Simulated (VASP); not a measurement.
Band structure of Te (trig). Method: modified Becke-Johnson potential (mBJ), VASP's PBE PAW potentials (set 64) (plane waves; VASP).

mBJ is a potential without an energy functional, so only the levels count. The path is coarsely sampled, so an indirect gap can come out somewhat too large. Unless said otherwise, spin-orbit coupling is left out, though it shifts the bands of the heavy elements here.

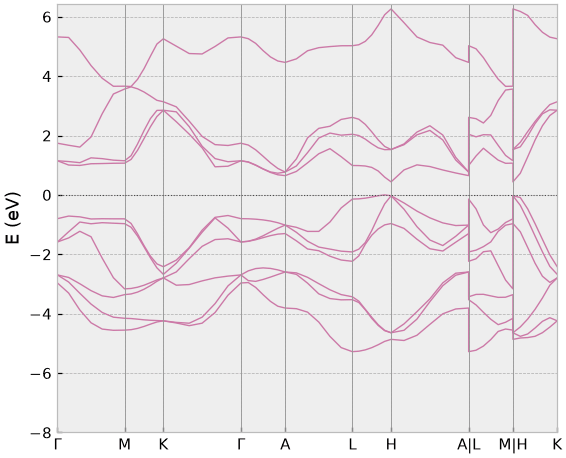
Figure. Bands along high-symmetry lines, zero at the valence-band maximum or, without a gap, the Fermi level

Question: Read the plot: is there a gap, and where are the band edges?

Answer: The gap is indirect, 0.44 eV, from the valence maximum at L-H at 0.83 to the conduction minimum at H.

The compound is Te in the trig structure. It was relaxed first. The cell's shape comes from a PBE relaxation.
